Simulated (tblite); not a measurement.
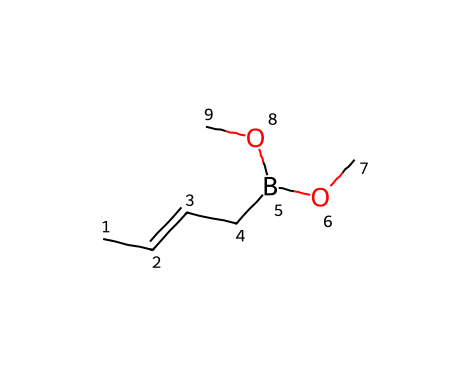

A structural formula, with wedges where it has stereocentres; small numbers name the atoms. The configuration is that of a computed structure (GFN2-xTB).

Give the R/S and E/Z labels.

C2=C3: E.
